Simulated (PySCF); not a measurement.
**C2H3F3S (methyl(trifluoromethyl) sulfide) at 4 levels**

Aim: a comparison of 4 runs (HF/def2-SVP, TPSSh/6-31G*, PBE/6-311G**, PBE/cc-pVTZ) of C2H3F3S (methyl(trifluoromethyl) sulfide). The job is set up through a Python script.

The results are computed with PySCF 2.14.0.

## 1. The system as given

C2H3F3S: 9 atoms, total charge 0, spin state singlet. SMILES: `CSC(F)(F)F`. Geometry: relaxed at PBE0-D4/def2-TZVP.

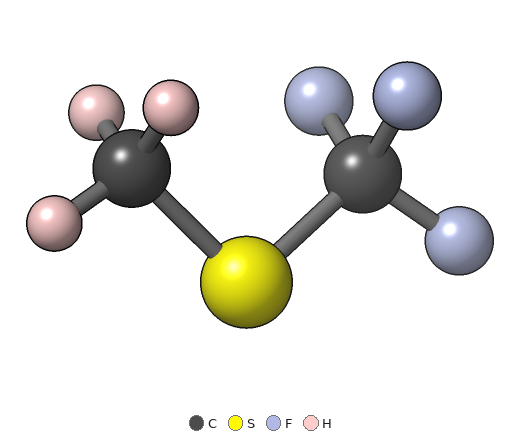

Viewed from a chosen angle; carbon dark grey, sulfur yellow, fluorine light blue, hydrogen pink.

## 2. Energy and forces at HF/def2-SVP (run 1)

input.xyz

```xyz
9
C2H3F3S
C     -0.264600    -1.100100     0.810100
S      1.180700    -0.334500     0.060100
C      0.352400     1.022800    -0.776800
F     -0.550100     0.609400    -1.673600
F      1.270600     1.742000    -1.418200
F     -0.296500     1.835600     0.064500
H      0.112500    -1.958300     1.366300
H     -0.961900    -1.447400     0.049200
H     -0.754400    -0.415800     1.501300
```

input.py

```python
from pyscf import gto, scf

molecule = gto.Mole()
molecule.atom = 'input.xyz'
molecule.verbose = 4
molecule.max_memory = 1860
molecule.basis = 'def2-svp'
molecule.build()

myscf = scf.RHF(molecule)
myscf.conv_tol = 1e-10
myscf.kernel()
if not myscf.converged:
    myscf = myscf.newton().run(myscf.mo_coeff, myscf.mo_occ)

energy = myscf.e_tot
print('E(%s) = %.9f' % ('HF', energy))
grad = myscf.nuc_grad_method().kernel()
myscf.analyze()
```

The run is started by

```
OMP_NUM_THREADS=1 python input.py
```

The program printed:

```text
PySCF version 2.14.0

[... 94 lines left out ...]
MO #8   energy= -6.67613565076701  occ= 2
[... 18 lines left out ...]
MO #27  energy= -0.546278011806749 occ= 2
[... 18 lines left out ...]
MO #46  energy= 0.851536004417297  occ= 0
[... 18 lines left out ...]
MO #65  energy= 1.63170355246723   occ= 0
[... 18 lines left out ...]
MO #84  energy= 2.71318398066912   occ= 0
[... 18 lines left out ...]
MO #103 energy= 4.26330468761234   occ= 0
[... 115 lines left out ...]
Dipole moment(X, Y, Z, Debye): -0.76153, -1.98527,  1.51196
```

It took 18 s on 1 thread of Intel Xeon at 2.70GHz, shared host; peak memory 0.23 GiB.

## 3. Energy and gradient at TPSSh/6-31G(d) (spherical functions) (run 2)

geometry.xyz

```xyz
9

C     -0.264600    -1.100100     0.810100
S      1.180700    -0.334500     0.060100
C      0.352400     1.022800    -0.776800
F     -0.550100     0.609400    -1.673600
F      1.270600     1.742000    -1.418200
F     -0.296500     1.835600     0.064500
H      0.112500    -1.958300     1.366300
H     -0.961900    -1.447400     0.049200
H     -0.754400    -0.415800     1.501300
```

calc.py

```python
from pyscf import gto, dft

mol = gto.M(
    atom='geometry.xyz',
    max_memory=1860,
    basis='6-31g*',
    verbose=4,
)

mf = dft.RKS(mol)
mf.xc = 'tpssh'
mf.grids.level = 5
mf.conv_tol = 1e-10
mf.kernel()
if not mf.converged:
    mf = mf.newton().run(mf.mo_coeff, mf.mo_occ)

energy = mf.e_tot
print(f'total energy: {energy:.8f} hartree')
grad = mf.nuc_grad_method().kernel()
mf.analyze()
```

The run is started by

```
OMP_NUM_THREADS=1 python calc.py
```

The program printed:

```text
PySCF version 2.14.0

[... 104 lines left out ...]
MO #4   energy= -24.643132696434   occ= 2
[... 17 lines left out ...]
MO #22  energy= -0.429762445375946 occ= 2
[... 17 lines left out ...]
MO #40  energy= 0.378934338837153  occ= 0
[... 17 lines left out ...]
MO #58  energy= 1.11687908775549   occ= 0
[... 17 lines left out ...]
MO #76  energy= 1.8318466769356    occ= 0
[... 17 lines left out ...]
MO #94  energy= 3.07004876036756   occ= 0
[... 106 lines left out ...]
Dipole moment(X, Y, Z, Debye): -0.97941, -1.40575,  1.13462
```

Run time: 1.7 min. Hardware: 1 thread of Intel Xeon at 2.70GHz, shared host; peak memory 0.93 GiB.

Run 3 isn't shown in full; the table further down has it.

## 4. Energy and forces at PBE/cc-pVTZ (run 4)

job.py

```python
import pyscf.grad
from pyscf import gto, dft

system = gto.M(
    atom='''
C     -0.500022    -2.078888     1.530867
S      2.231200    -0.632113     0.113573
C      0.665939     1.932812    -1.467939
F     -1.039538     1.151599    -3.162646
F      2.401086     3.291903    -2.680010
F     -0.560304     3.468781     0.121887
H      0.212594    -3.700651     2.581933
H     -1.817728    -2.735190     0.092975
H     -1.425609    -0.785748     2.837046
''',
    verbose=4,
    basis='cc-pvtz',
    unit='bohr',
    charge=0,
    max_memory=1860,
)

ks = dft.RKS(system, xc='pbe')
ks.conv_tol = 1e-10
ks.grids.level = 5
ks.kernel()
if not ks.converged:
    ks = ks.newton().run(ks.mo_coeff, ks.mo_occ)

energy = ks.e_tot
print('E(%s) = %.9f' % ('PBE', energy))
grad = ks.Gradients().kernel()
dip = ks.dip_moment()
pop, q = ks.mulliken_pop()
```

The run is started by

```
OMP_NUM_THREADS=1 python job.py
```

The program printed:

```text
PySCF version 2.14.0

[... 82 lines left out ...]
converged SCF energy = -775.352806404316
[... 13 lines left out ...]
Dipole moment(X, Y, Z, Debye): -0.82977, -1.48617,  1.16972
[... 236 lines left out ...]
charge of    8H =      0.12347
```

Run time: 7.1 min. Hardware: 1 thread of Intel Xeon at 2.70GHz, shared host; peak memory 1.9 GiB.

## 5. The series

| run | level | integration grid | energy (Eh) | dipole moment (D) | HOMO energy (eV) | LUMO energy (eV) | wall time |
| --- | --- | --- | --- | --- | --- | --- | --- |
| 1 | HF/def2-SVP | – | -772.900118 | 2.61 | -10.65 | 4.28 | 18 s |
| 2 | TPSSh/6-31G* (spherical functions) | 5 | -775.718988 | 2.05 | -6.63 | 0.05 | 1.7 min |
| 3 | PBE/6-311G** | 5 | -775.303039 | 2.06 | -6.15 | -0.79 | 87 s |
| 4 | PBE/cc-pVTZ | 5 | -775.352806 | 2.07 | -6.14 | -0.78 | 7.1 min |

## 6. What came out

| quantity | value |
| --- | --- |
| run 4: total energy | -775.35281 Eh |
| run 4: dipole moment | 2.07 D |
| run 4: HOMO energy | -6.14 eV |
| run 4: LUMO energy | -0.78 eV |
| run 4: HOMO–LUMO gap | 5.35 eV |
| run 4: largest force on an atom | 0.967 eV/Å |

**Reading.** The dipole moment (its size) runs from 2.05 D (TPSSh/6-31G*) to 2.61 D (HF/def2-SVP). The two ends differ in method and basis. The HOMO–LUMO gap runs from 5.35 eV (PBE/cc-pVTZ) to 14.93 eV (HF/def2-SVP). Totals of different functionals can't be ranked against each other. All runs together took 10 min, the longest 7.1 min.
